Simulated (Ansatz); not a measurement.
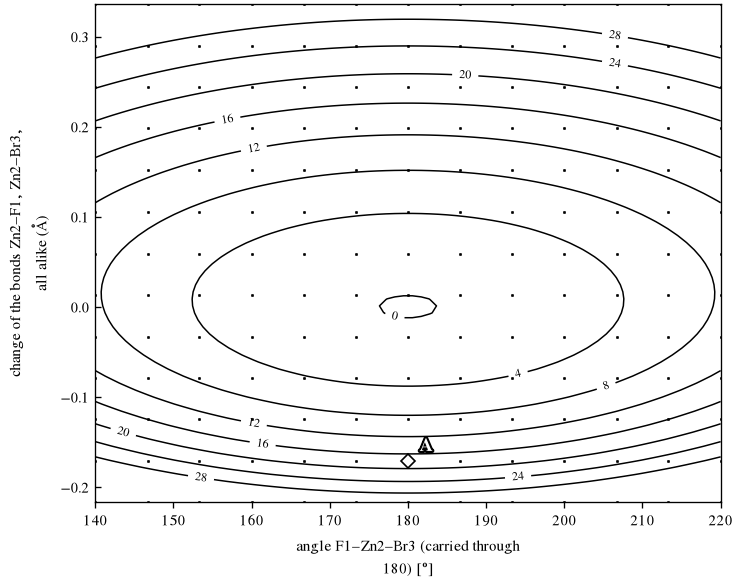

BrFZn, SMILES [F][Zn][Br]. The first coordinate is: angle F1–Zn2–Br3 (carried through 180); the second: change of the bonds Zn2–F1, Zn2–Br3, all alike. Nothing is relaxed (all other coordinates rigid). The grid has 13 × 13 points; 91 points were computed and 78 follow by symmetry. Points are written as (first, second). Energies: kcal/mol, counted from the lowest grid point. Computed with RKS PBE0-D4/def2-TZVP in Ansatz.

Drawn: contour lines labelled in kcal/mol (none above 28), dots at the grid points, the point A. Between grid points the surface is interpolated.

> Is A at rest? If not, where is it pushed?

A, at (180.0°, −0.171 Å), is not a stationary point. The computed force is nearly zero along the first coordinate and 240 kcal/mol for each Å towards larger values of the second coordinate.
